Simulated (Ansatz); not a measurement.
Si2H7OF: several calculations on one system

### Relaxation

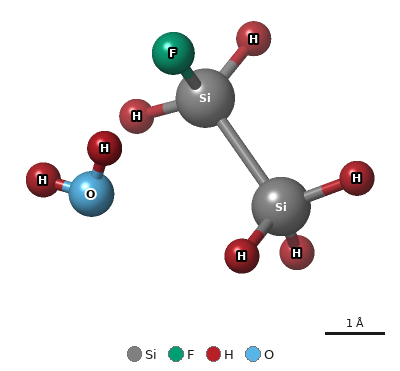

Si2H7OF, before the relaxation. A ball-and-stick model, seen at a tilt.

The run prepares an end point of a later path (reaction) calculation, from a guessed geometry.

Method: RKS BHLYP-D4/cc-pVDZ (Ansatz).

The input:
```yaml
crystal:
  periodic: [false, false, false]
  atoms:
    - { symbol: Si, position_ang: [0.067107, -0.673725, -1.027712] }
    - { symbol: F, position_ang: [0.702629, 0.73921, -1.65133] }
    - { symbol: H, position_ang: [0.680373, -1.756595, -1.840796] }
    - { symbol: H, position_ang: [-1.393235, -0.664945, -1.277399] }
    - { symbol: Si, position_ang: [0.679217, -0.880271, 1.226178] }
    - { symbol: H, position_ang: [-0.314279, 2.164862, -0.356021] }
    - { symbol: O, position_ang: [-1.058065, 1.90556, 0.197988] }
    - { symbol: H, position_ang: [0.416845, 0.358244, 1.992264] }
    - { symbol: H, position_ang: [-0.09093, -2.011871, 1.81041] }
    - { symbol: H, position_ang: [2.127131, -1.215172, 1.297442] }
    - { symbol: H, position_ang: [-1.816694, 2.034703, -0.370925] }
basis:
  gaussian: { orbitals: cc-pVDZ }
hamiltonian:
  xc: { name: BHLYP }
  dispersion: d4
relax:
  f_tol: 0.03
  max_steps: 50
```

Launched with:
```bash
ansatz run input.yaml --threads 2 --pin off --max-ram 3072MiB --backend cpu --events-out ev --progress --plain --runs-dir out
```

Predict the outcome.

Over 6 accepted moves (7 points after the start) the energy falls by 0.008 eV. Largest force component: 0.28 eV/Å at the start, 0.016 eV/Å at the end. The line search rejected the trial step at point 1 of the run. H6 moves most after the best rigid fit: 0.13 Å. Largest moves by element: H 0.13 Å, F 0.04 Å, O 0.04 Å, Si 0.02 Å. Some distances before and after: Si1–F2 1.670 → 1.662 Å. Cost: 11 s on 2 threads of AMD EPYC 9R45 96-Core Processor (Zen 5) (shared host), peak memory 0.23 GiB.

Final geometry:

```xyz
11

Si    0.0781   -0.6578   -1.0188
F     0.6788    0.7638   -1.6354
H     0.7084   -1.7238   -1.8417
H    -1.3818   -0.6757   -1.2686
Si    0.6842   -0.8854    1.2354
H    -0.3431    2.0983   -0.4647
O    -1.0346    1.9004    0.1701
H     0.4381    0.3507    2.0101
H    -0.1098   -2.0090    1.8047
H     2.1240   -1.2525    1.3152
H    -1.8423    2.0910   -0.3060
```

After the run, drawn alike:

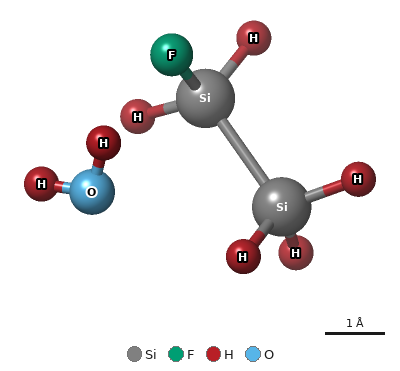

### Relaxation

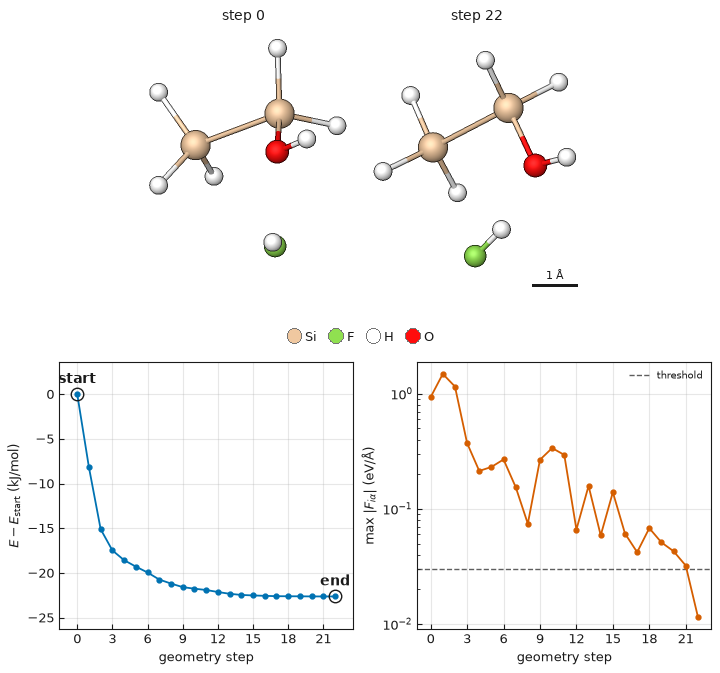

First and last geometry of a relaxation of Si2H7OF, with the history of the run. Style: ball-and-stick. Shown from a free direction.

The run prepares an end point of a later path (reaction) calculation, from a guessed geometry.

Method: RKS BHLYP-D4/cc-pVDZ in Ansatz.

Input
```yaml
crystal:
  periodic: [false, false, false]
  atoms:
    - { symbol: Si, position_ang: [-0.735541, -0.43531, -0.672946] }
    - { symbol: F, position_ang: [1.58299, 1.434367, -0.495066] }
    - { symbol: H, position_ang: [-0.049776, -0.660194, -1.971994] }
    - { symbol: H, position_ang: [-1.959023, -1.287305, -0.663253] }
    - { symbol: Si, position_ang: [0.646095, -0.863373, 1.175548] }
    - { symbol: H, position_ang: [0.873468, 1.993112, -0.409578] }
    - { symbol: O, position_ang: [-1.246465, 1.22155, -0.534316] }
    - { symbol: H, position_ang: [0.659493, 0.327028, 2.062498] }
    - { symbol: H, position_ang: [0.106074, -2.016181, 1.948749] }
    - { symbol: H, position_ang: [2.024547, -1.196093, 0.740426] }
    - { symbol: H, position_ang: [-1.90176, 1.482401, -1.179968] }
basis:
  gaussian: { orbitals: cc-pVDZ }
hamiltonian:
  xc: { name: BHLYP }
  dispersion: d4
relax:
  f_tol: 0.03
  max_steps: 50
```

Launched with:
```bash
ansatz run input.yaml --threads 2 --pin off --max-ram 3072MiB --backend cpu --events-out ev --progress --plain --runs-dir out
```

### Read the history and describe the run.

It converged. The energy falls by 22.6 kJ/mol in 22 geometry steps. Largest force component: 0.93 eV/Å at the start, 0.012 eV/Å at the end. The largest moves after the best rigid fit, 1.00 Å, are those of F2 and H3. Largest moves by element: H 1.00 Å, F 1.00 Å, O 0.81 Å, Si 0.17 Å. Among the contacts that change: Si1–O7 1.739 → 1.709 Å, F2–H6 0.907 → 0.934 Å. Bond angles that change, for instance: Si1–Si5–H9 109.7° → 105.1°, Si1–O7–H11 114.0° → 118.3°. Groups turn about Si1–Si5 by about 55°. The run took 29 s on 2 threads of AMD EPYC 9R45 96-Core Processor (Zen 5) (shared host), peak memory 0.23 GiB.

Limits of the set-up: the start holds two separate molecules, 2.3 Å apart at their closest, whose relative position is a soft coordinate.

### Path

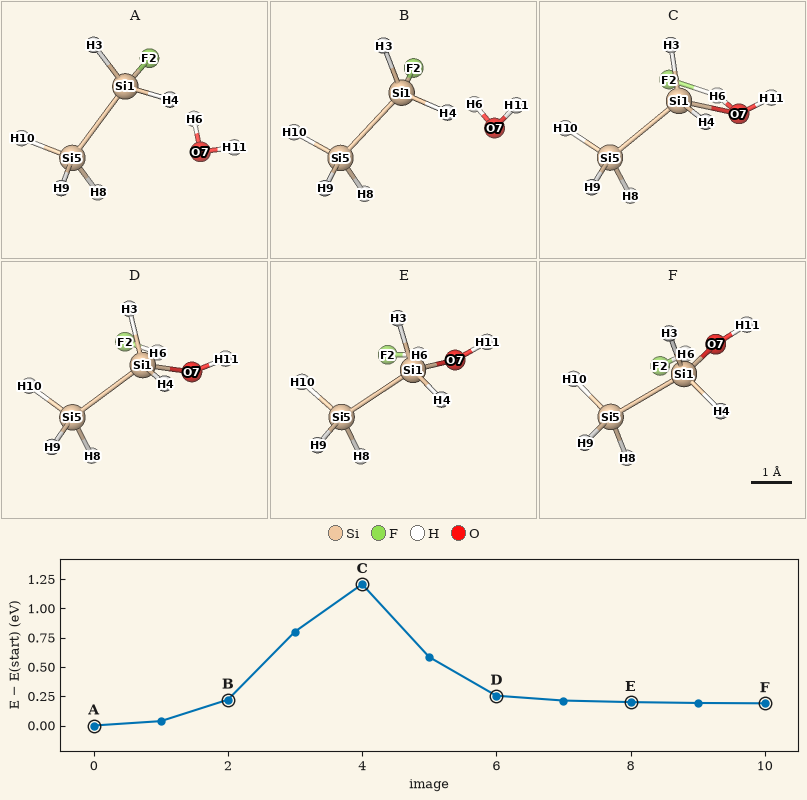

A search for the minimum-energy path of Si$_{2}$H$_{7}$OF by the nudged elastic band. Images are numbered from 0 (start) to 10 (end). Frames A to F are images 0, 2, 4, 6, 8, 10. Style: ball-and-stick. Shown from a free direction.

These are results of RKS BHLYP-D4/cc-pVDZ (Ansatz), not measurements. Set-up: 9 movable images; climbing image; force threshold 0.05 eV/Å; iteration limit 60; starting path through a guess of the saddle point.

Question: What happens along the path, and what is the barrier?

Answer: Breaking: H6–O7 (0.96 → 1.07 at the top → 1.65 Å), Si1–F2 (1.66 → 2.03 at the top → 3.40 Å). Forming: F2–H6 (2.05 → 1.30 at the top → 0.93 Å), Si1–O7 (3.03 → 1.88 at the top → 1.71 Å). Forward barrier 1.21 eV, backward barrier 1.02 eV, with image 4 at the top; the reaction energy is +0.19 eV. The band is converged. At the top, the vibrational analysis gives one imaginary mode (552i cm⁻¹), as a transition state must have.

Cost: 2.7 min on 2 threads of AMD EPYC 9R45 96-Core Processor (Zen 5) (shared host), peak memory 0.23 GiB.
